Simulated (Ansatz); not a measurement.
**BCCD(T)/3-21G run of SiH4 (SMILES [H][Si]([H])([H])[H])**

What is the energy change on altering one bond length of SiH4 at BCCD(T)/3-21G? 

Program for the calculation: Ansatz 0.2.0.

51 further runs of the same task are left out: 51 set aside as unsound or not needed.

## 1. Starting point

The species is SiH4 (5 atoms), meant as a singlet with charge 0. SMILES: `[H][Si]([H])([H])[H]`. The coordinates come from a GFN2-xTB relaxation.

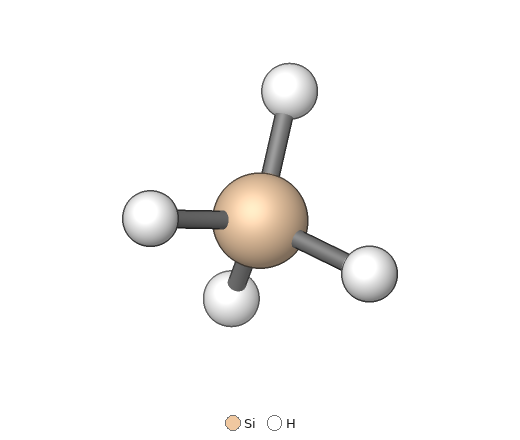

The structure, seen from a chosen angle (silicon light orange, hydrogen white).

## 2. The energy at BCCD(T)/3-21G

The input, run.yaml:

```yaml
basis:
  gaussian:
    orbitals: 3-21G.json
crystal:
  periodic: [false, false, false]
  atoms:
    - {symbol: Si, position_ang: [0.000060, -0.000040, 0.000090]}
    - {symbol: H, position_ang: [0.011300, -0.019430, 1.460880]}
    - {symbol: H, position_ang: [1.373450, 0.011260, -0.497760]}
    - {symbol: H, position_ang: [-0.696580, 1.196700, -0.465720]}
    - {symbol: H, position_ang: [-0.688230, -1.188490, -0.497490]}
correlation:
  method: bccd_t
  frozen_orbitals: {H: 0, Si: 5}
accuracy: high
scf:
  omitted_lower_state_checks: [cluster_reference, increment]
```

The basis set 3-21G is read from a file made from the Basis Set Exchange's data (not shown).

Command:

```bash
$ ansatz run run.yaml --threads 1 --pin off --max-ram 2610MiB --events-out events.jsonl --progress --plain --runs-dir runs
```

The program printed:

```text
Warning: RAYON_NUM_THREADS=1 ignored (pool sized by the plan → 1); use --threads N
Functional definition: HF
  name "HF"
  exchange = exact_x
  correlation = 0
these checks for a lower state are left out or cut short: cluster_reference, increment
424 factors; integrals over basis functions are off by at most 3.8e-9 eV
mean field evaluation 1: about -7882.4829 eV, gradient 7.2e0 eV
mean field evaluation 2: about -7882.4843 eV, gradient 7.2e0 eV
mean field evaluation 4: about -7882.7571 eV, gradient 1.9e-1 eV
mean field evaluation 8: about -7882.7574 eV, gradient 2.7e-4 eV
mean field -7882.75744278 eV, -289.6859928973 hartree, gradient 4.6e-9 eV, S^2 0.000000; 0 other end points of the search recorded, 0 dependent functions left out
5 core orbitals not correlated: weight in the atoms' cores, before any rotation towards them, 1.000 or more for the frozen orbitals, at most 0.000 for the correlated occupied ones
reference -7882.75744278 eV, -289.6859928973 hartree; 4, 4 occupied and 12, 12 virtual orbitals, 424 factors
second order -1.69984429 eV of doubles, -0.00000000 eV of singles
cycle   1  -2.12096005 eV  change   -4.2e-1 eV  update   5.1e-2
cycle   2  -2.31400906 eV  change   -1.9e-1 eV  update   2.0e-2
cycle   3  -2.31578494 eV  change   -1.8e-3 eV  update   3.4e-3
cycle   4  -2.31622800 eV  change   -4.4e-4 eV  update   7.5e-4
cycle   5  -2.31621114 eV  change    1.7e-5 eV  update   1.8e-4
cycle   6  -2.31622112 eV  change   -1.0e-5 eV  update   4.2e-5
cycle   7  -2.31625146 eV  change   -3.0e-5 eV  update   8.9e-6
cycle   8  -2.31624964 eV  change    1.8e-6 eV  update   1.8e-6
cycle   9  -2.31624943 eV  change    2.1e-7 eV  update   3.4e-7
cycle  10  -2.31624950 eV  change   -6.9e-8 eV  update   6.5e-8
cycle  11  -2.31624953 eV  change   -3.0e-8 eV  update   1.9e-8
cycle  12  -2.31624954 eV  change   -1.4e-8 eV  update   1.1e-8
cycle  13  -2.31624930 eV  change    2.4e-7 eV  update   6.4e-8
cycle  14  -2.31624921 eV  change    8.9e-8 eV  update   2.0e-8
cycle  15  -2.31624921 eV  change    5.3e-9 eV  update   4.9e-9
cycle  16  -2.31624921 eV  change   -2.1e-9 eV  update   1.2e-9
cycle  17  -2.31624921 eV  change  -4.9e-10 eV  update  2.8e-10
perturbative correction -0.02379843 eV, -0.0008745761 hartree
Total energy: -7885.09749042 eV, -289.7719880619 hartree
Checks for a lower state left out: cluster_reference, increment
```

Wall time 0.16 s (1 thread of Intel Xeon Platinum 8488C (Sapphire Rapids), shared host).

## 3. The distorted shape

The input, molecule.yaml:

```yaml
crystal:
  periodic: [false, false, false]
  atoms:
    - {symbol: Si, position_ang: [0.174206, -0.299201, 0.116533]}
    - {symbol: H, position_ang: [0.185446, -0.318591, 1.577323]}
    - {symbol: H, position_ang: [1.547596, -0.287901, -0.381317]}
    - {symbol: H, position_ang: [-0.696580, 1.196700, -0.465720]}
    - {symbol: H, position_ang: [-0.514084, -1.487651, -0.381047]}
basis:
  gaussian: {orbitals: 3-21G.json}
correlation: {method: bccd_t, frozen_orbitals: {H: 0, Si: 5}}
accuracy: high
scf: {omitted_lower_state_checks: [cluster_reference, increment]}
```

The basis set 3-21G is read from a file made from the Basis Set Exchange's data (not shown).

Command:

```bash
$ ansatz run molecule.yaml --threads 1 --pin off --max-ram 2610MiB --events-out events.jsonl --progress --plain --runs-dir runs
```

The program printed:

```text
Warning: RAYON_NUM_THREADS=1 ignored (pool sized by the plan → 1); use --threads N
[... 4 set-up lines as earlier in the session ...]
these checks for a lower state are left out or cut short: cluster_reference, increment
423 factors; integrals over basis functions are off by at most 4.3e-9 eV
mean field evaluation 1: about -7881.8249 eV, gradient 7.1e0 eV
mean field evaluation 2: about -7881.8244 eV, gradient 7.1e0 eV
mean field evaluation 4: about -7882.0904 eV, gradient 2.2e-1 eV
mean field evaluation 8: about -7882.0907 eV, gradient 1.2e-7 eV
mean field -7882.09072311 eV, -289.6614914015 hartree, gradient 4.6e-8 eV, S^2 0.000000; 0 other end points of the search recorded, 0 dependent functions left out
5 core orbitals not correlated: weight in the atoms' cores, before any rotation towards them, 1.000 or more for the frozen orbitals, at most 0.000 for the correlated occupied ones
reference -7882.09072311 eV, -289.6614914015 hartree; 4, 4 occupied and 12, 12 virtual orbitals, 423 factors
second order -1.78298492 eV of doubles, -0.00000000 eV of singles
cycle   1  -2.24197583 eV  change   -4.6e-1 eV  update   5.8e-2
cycle   2  -2.47806523 eV  change   -2.4e-1 eV  update   2.4e-2
cycle   3  -2.48053715 eV  change   -2.5e-3 eV  update   4.0e-3
cycle   4  -2.48122271 eV  change   -6.9e-4 eV  update   1.0e-3
cycle   5  -2.48120595 eV  change    1.7e-5 eV  update   2.8e-4
cycle   6  -2.48123257 eV  change   -2.7e-5 eV  update   7.8e-5
cycle   7  -2.48128826 eV  change   -5.6e-5 eV  update   1.8e-5
cycle   8  -2.48128764 eV  change    6.2e-7 eV  update   4.1e-6
cycle   9  -2.48128518 eV  change    2.5e-6 eV  update   8.9e-7
cycle  10  -2.48128537 eV  change   -1.9e-7 eV  update   1.7e-7
cycle  11  -2.48128541 eV  change   -3.6e-8 eV  update   4.9e-8
cycle  12  -2.48128541 eV  change   -1.2e-9 eV  update   1.7e-8
cycle  13  -2.48128456 eV  change    8.4e-7 eV  update   1.9e-7
cycle  14  -2.48128415 eV  change    4.1e-7 eV  update   7.6e-8
cycle  15  -2.48128412 eV  change    3.6e-8 eV  update   1.2e-8
cycle  16  -2.48128412 eV  change  -8.8e-10 eV  update   3.6e-9
cycle  17  -2.48128412 eV  change  -2.0e-10 eV  update  9.4e-10
perturbative correction -0.03047511 eV, -0.0011199397 hartree
Total energy: -7884.60248235 eV, -289.7537968507 hartree
Checks for a lower state left out: cluster_reference, increment
```

Wall time 0.18 s (1 thread of Intel Xeon Platinum 8488C (Sapphire Rapids), shared host).

## 4. Results

Level: BCCD(T)/3-21G, 5 core orbitals frozen.

```
                                                          quantity          value
                                         first shape: total energy  -289.77199 Eh
          first shape: correlation energy (5 core orbitals frozen)      -86.0 mEh
                                       first shape: (T) correction      -0.87 mEh
                                     distorted shape: total energy  -289.75380 Eh
      distorted shape: correlation energy (5 core orbitals frozen)      -92.3 mEh
                                   distorted shape: (T) correction      -1.12 mEh
energy change with the Si1–H4 bond stretched from 1.461 to 1.826 Å       0.495 eV
```

**Reading.** With the Si1–H4 bond stretched from 1.461 to 1.826 Å the energy rises by 0.50 eV (11.4 kcal/mol). The first shape isn't relaxed at this level, so the change isn't measured from a minimum. The triples (first shape) make up 1.0 % of the correlation energy. The triples (distorted shape) make up 1.2 % of the correlation energy.
